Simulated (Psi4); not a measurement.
# UHF/cc-pVDZ-DK (sfX2C, sweep point 1) run of SiH (SMILES [SiH])

Aim: the vertical ionisation energy of SiH at UHF/cc-pVDZ-DK (sfX2C, sweep point 1), from 2 runs. 

Program for the calculation: Psi4 1.11.

### Step 1. Starting point

SiH: 2 atoms, total charge 0, spin state doublet. SMILES: `[SiH]`. The shape is that of a PBE0-D4/def2-TZVP optimisation.

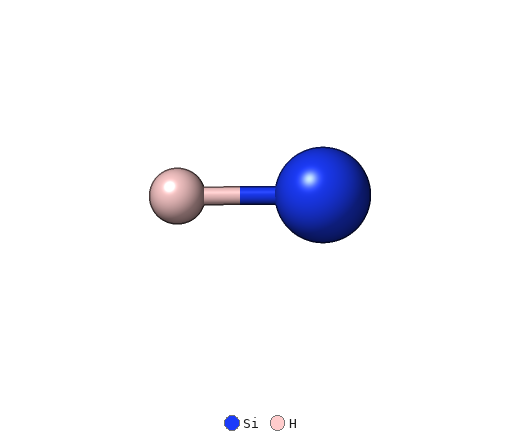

The structure, seen from a chosen angle (silicon blue, hydrogen pink).

### Step 2. The energy at UHF/cc-pVDZ-DK (sfX2C, sweep point 1)

calc.dat

```
memory 1.6 GB

molecule m {
  0 2
  Si     0.000000     0.000000    -0.007580
  H      0.000000     0.000000     1.524140
  symmetry c1
}

set basis cc-pVDZ-DK
set reference uhf
set puream true
set scf_type pk
set maxiter 100
set relativistic x2c

E, wfn = energy('scf', return_wfn=True)
```

Launch:

```sh
$ psi4 calc.dat calc.out -n 1
```

calc.out:

```text
[...]
  Running in c1 symmetry.
[...]
  Nuclear repulsion =    4.836707067466639
[...]
  Multiplicity = 2
[...]
  Nalpha       = 8
  Nbeta        = 7
[...]
    Number of basis functions: 23
[...]
    WARNING: The X2C and Dirac Hamiltonians have substatially different eigenvalues!
             This is probably caused by the recontraction of the basis set.
[...]
   @UHF iter   1:  -290.02369168454635   -6.01561e-01   3.20366e-03 ADIIS/DIIS
[...]
   @UHF iter   9:  -290.03117858231178   -4.23711e-09   2.80436e-07 DIIS
[...]
   @S^2 Observed:                7.658828390E-01
[...]
    Orbital Energies [Eh]
    ---------------------
    Alpha Occupied:
       1A    -68.973450     2A     -6.180839     3A     -4.262544
       4A     -4.253961     5A     -4.251309     6A     -0.656977
       7A     -0.385684     8A     -0.294348
    Alpha Virtual:
       9A      0.004564    10A      0.173061    11A      0.365739
      12A      0.445070    13A      0.448416    14A      0.480569
      15A      0.509994    16A      0.518620    17A      0.520325
      18A      0.533982    19A      0.630199    20A      0.982461
      21A      1.673464    22A      1.676122    23A      2.143703
[...]
  @UHF Final Energy:  -290.03117858231178
   => Energetics <=
    Nuclear Repulsion Energy =              4.8367070674666390
    One-Electron Energy =                -411.6303343917940083
    Two-Electron Energy =                 116.7624487420155788
    Total Energy =                       -290.0311785823117816
  UHF NO Occupations:
  HONO-2 :    6  A 1.9999118
  HONO-1 :    7  A 1.9921164
  HONO-0 :    8  A 1.0000000
  LUNO+0 :    9  A 0.0078836
  LUNO+1 :   10  A 0.0000882
[...]
 Multipole Moments:
 ------------------------------------------------------------------------------------
     Multipole            Electronic (a.u.)      Nuclear  (a.u.)        Total (a.u.)
 ------------------------------------------------------------------------------------
 L = 1.  Multiply by 2.5417464519 to convert [e a0] to [Debye]
 Dipole X            :          0.0000000            0.0000000            0.0000000
 Dipole Y            :         -0.0000000            0.0000000           -0.0000000
 Dipole Z            :         -1.2953401            1.3848507            0.0895106
 Magnitude           :                                                    0.0895106
[...]
```

Wall time 2 s (1 thread of AMD EPYC 7B13 (Zen 3), shared host); peak memory 0.27 GiB.

### Step 3. The singlet cation at the same level

hsi.in

```
memory 1.6 GB

molecule geom {
  1 1
  Si     0.000000     0.000000    -0.007580
  H      0.000000     0.000000     1.524140
  units angstrom
  symmetry c1
}

set basis cc-pVDZ-DK
set puream true
set scf_type pk
set relativistic x2c

e_tot, wfn = energy('scf', return_wfn=True)
```

Launch:

```sh
$ psi4 hsi.in hsi.out -n 1
```

hsi.out:

```text
[...]
  Running in c1 symmetry.
[...]
  Nuclear repulsion =    4.836707067466639
[...]
  Multiplicity = 1
[...]
  Nalpha       = 7
  Nbeta        = 7
[...]
    Number of basis functions: 23
[...]
    WARNING: The X2C and Dirac Hamiltonians have substatially different eigenvalues!
             This is probably caused by the recontraction of the basis set.
[...]
   @RHF iter   1:  -289.73476341169254   -3.12633e-01   5.88548e-03 DIIS/ADIIS
[...]
   @RHF iter   6:  -289.75669505888885   -4.16969e-09   2.34535e-07 DIIS
[...]
    Orbital Energies [Eh]
    ---------------------
    Doubly Occupied:
       1A    -69.335648     2A     -6.533504     3A     -4.605733
       4A     -4.605733     5A     -4.603024     6A     -0.921285
       7A     -0.660354
[...]
  @RHF Final Energy:  -289.75669505888885
   => Energetics <=
    Nuclear Repulsion Energy =              4.8367070674666390
    One-Electron Energy =                -406.6562432208185101
    Two-Electron Energy =                 112.0628410944630104
    Total Energy =                       -289.7566950588888517
[...]
 Multipole Moments:
 ------------------------------------------------------------------------------------
     Multipole            Electronic (a.u.)      Nuclear  (a.u.)        Total (a.u.)
 ------------------------------------------------------------------------------------
 L = 1.  Multiply by 2.5417464519 to convert [e a0] to [Debye]
 Dipole X            :          0.0000000            0.0000000            0.0000000
 Dipole Y            :         -0.0000000            0.0000000           -0.0000000
 Dipole Z            :         -1.1709024            1.3848507            0.2139484
 Magnitude           :                                                    0.2139484
[...]
```

It took 1.9 s on 1 thread of AMD EPYC 7B13 (Zen 3), shared host; peak memory 0.27 GiB.

### Step 4. Outcome

At UHF/cc-pVDZ-DK (sfX2C, sweep point 1):

| quantity | value |
| --- | --- |
| doublet SiH: total energy | -290.03118 Eh |
| doublet SiH: dipole moment | 0.23 D |
| doublet SiH: HOMO energy (highest over α and β) | -8.01 eV |
| doublet SiH: LUMO energy (lowest over α and β) | 0.12 eV |
| doublet SiH: ⟨S²⟩ | 0.766 |
| singlet cation: total energy | -289.75670 Eh |
| singlet cation: HOMO energy | -17.97 eV |
| singlet cation: LUMO energy | -6.96 eV |
| singlet cation: HOMO–LUMO gap | 11.01 eV |
| vertical ionisation energy (to the singlet cation) | 7.469 eV |

In words: Removing an electron at fixed nuclei costs 7.47 eV (172 kcal/mol).
